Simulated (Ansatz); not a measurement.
# HSE06/STO-3G run of CHFO (formyl fluoride)

What is the vertical singlet–triplet gap of CHFO (formyl fluoride) at HSE06/STO-3G? 

The results are computed with Ansatz 0.2.0.

73 further runs of the same task are left out: 73 set aside as unsound or not needed.

### 1 The structure to begin with

CHFO: 4 atoms, total charge 0, spin state singlet. SMILES: `O=CF`. The shape is that of a GFN2-xTB optimisation.

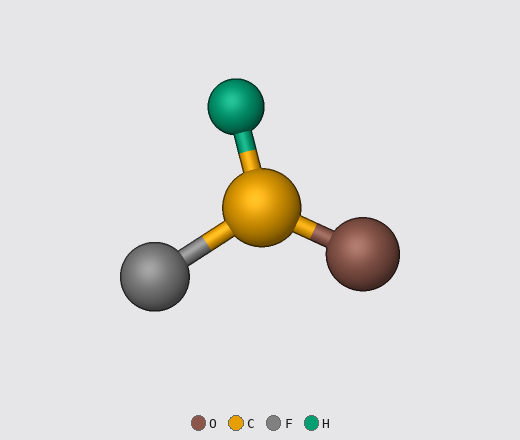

Viewed from a chosen angle; oxygen brown, carbon amber, fluorine grey, hydrogen teal.

### 2 A single-point energy at HSE06/STO-3G

File job.yaml:

```yaml
crystal:
  periodic: [false, false, false]
  atoms:
    - {symbol: O, position_ang: [-0.889680, 0.196020, 0.829980]}
    - {symbol: C, position_ang: [-0.049740, 0.073340, 0.022930]}
    - {symbol: F, position_ang: [0.584370, -1.090860, -0.181350]}
    - {symbol: H, position_ang: [0.355050, 0.821510, -0.671560]}
basis:
  gaussian: {orbitals: STO-3G}
hamiltonian: {xc: hse06}
accuracy: high
```

Run with:

```bash
$ ansatz run job.yaml --threads 1 --pin off --max-ram 2610MiB --events-out events.jsonl --progress --plain --runs-dir runs
```

What it wrote:

```text
Warning: RAYON_NUM_THREADS=1 ignored (pool sized by the plan → 1); use --threads N
Functional definition: HSE06
  name "HSE06"
  parameter a = 0.25
  parameter omega = 0.11/bohr
  exchange = pbe_x - a*pbe_x_sr(omega) + a*exact_x_sr(omega)
  correlation = pbe_c
273 factors; integrals over basis functions are off by at most 3.4e-8 eV
44 factors; integrals over basis functions are off by at most 2.8e-10 eV
mean field evaluation 1: about -5727.5964 eV, gradient 2.9e1 eV
mean field evaluation 2: about -5720.4497 eV, gradient 6.4e1 eV
mean field evaluation 4: about -5730.0015 eV, gradient 2.2e0 eV
mean field evaluation 8: about -5730.0075 eV, gradient 1.5e-2 eV
mean field evaluation 16: about -5730.0075 eV, gradient 6.6e-8 eV
mean field -5730.00752604 eV, -210.5738926434 hartree, gradient 6.5e-9 eV, S^2 0.000000; 0 other end points of the search recorded, 0 dependent functions left out
reference -5730.00752712 eV, -210.5738926831 hartree; 12, 12 occupied and 4, 4 virtual orbitals, 273 factors
Total energy: -5730.00752712 eV, -210.5738926831 hartree
```

It took 1 s on 1 thread of Arm Neoverse V1, shared host.

### 3 The triplet at the same level

File molecule.yaml:

```yaml
crystal:
  periodic: [false, false, false]
  atoms:
    - symbol: O
      position_ang: [-0.889680, 0.196020, 0.829980]
    - symbol: C
      position_ang: [-0.049740, 0.073340, 0.022930]
    - symbol: F
      position_ang: [0.584370, -1.090860, -0.181350]
    - symbol: H
      position_ang: [0.355050, 0.821510, -0.671560]
basis:
  gaussian:
    orbitals: STO-3G
magnetization:
  spin_polarized: true
  initial_magnetization: 2
hamiltonian:
  xc: {name: HSE06}
accuracy: high
```

Run with:

```bash
$ ansatz run molecule.yaml --threads 1 --pin off --max-ram 2610MiB --events-out events.jsonl --progress --plain --runs-dir runs
```

What it wrote, cut to the lines that bear on the results:

```text
Warning: RAYON_NUM_THREADS=1 ignored (pool sized by the plan → 1); use --threads N
[... 6 set-up lines as earlier in the session ...]
273 factors; integrals over basis functions are off by at most 3.4e-8 eV
44 factors; integrals over basis functions are off by at most 2.8e-10 eV
mean field evaluation 1: about -5724.5088 eV, gradient 6.7e0 eV
mean field evaluation 2: about -5724.6487 eV, gradient 7.4e0 eV
mean field evaluation 4: about -5724.9729 eV, gradient 7.6e-1 eV
mean field evaluation 8: about -5724.9890 eV, gradient 1.3e-2 eV
mean field evaluation 16: about -5724.9891 eV, gradient 3.8e-6 eV
mean field -5724.98905313 eV, -210.3894671654 hartree, gradient 2.1e-8 eV, S^2 2.002042; 2 other end points of the search recorded, 0 dependent functions left out
reference -5724.98905424 eV, -210.3894672065 hartree; 13, 11 occupied and 3, 5 virtual orbitals, 273 factors
Total energy: -5724.98905424 eV, -210.3894672065 hartree
```

Wall time 2.3 s (1 thread of Arm Neoverse V1, shared host); peak memory 0.11 GiB.

### 4 Summary of results

Level: HSE06/STO-3G.

| quantity | value |
| --- | --- |
| singlet: total energy | -210.57389 Eh |
| triplet: total energy | -210.38947 Eh |
| triplet: ⟨S²⟩ | 2.002 |
| vertical energy of the triplet above the singlet | 5.018 eV |

**Reading.** At this shape the triplet lies 5.02 eV (484 kJ/mol) above the singlet. In a minimal basis such a difference can be off by several eV, whatever the method.
